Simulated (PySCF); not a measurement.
```xyz
13

C     2.7623   -0.7186   -0.7587
C     1.8694   -0.5892    0.0367
Si    0.4688   -0.4023    1.2317
C    -0.8121    0.5951    0.2302
C    -1.4424    1.5143    0.8842
O    -1.8944    2.3495    1.5557
C    -1.1212    0.1540   -1.1437
Br   -2.2757   -1.4753   -1.1775
H     3.5504   -0.8319   -1.4473
H    -0.0769   -1.7221    1.5582
H     0.8679    0.3760    2.4015
H    -0.2230   -0.1471   -1.6783
H    -1.6774    0.8982   -1.7103
```

Geometry: GFN2-xTB.

Computed with PySCF 2.14.0, CAM-B3LYP/def2-SVPD, SCF density, gas phase.

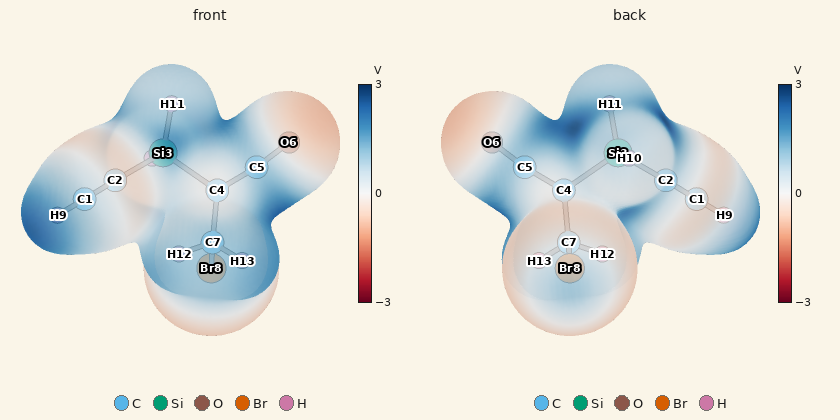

C₅H₅BrOSi (SMILES C#C[SiH2]C(=C=O)CBr). The electrostatic potential painted on the density surface at 0.004 e/bohr³, seen from the front and from behind; the colour scale runs from red (negative) to blue (positive).

Q: Where is the surface potential most negative and most positive?

A: The most negative region (about −0.8 V) lies over O6, the most positive (about +2.5 V) over Si3 and H9. Br8 shows a σ-hole: about +0.9 V at the tip opposite its bond, against about −0.5 V on its flanks.

Q: How polar is the molecule by this calculation?

A: Its dipole moment is 2.31 D.
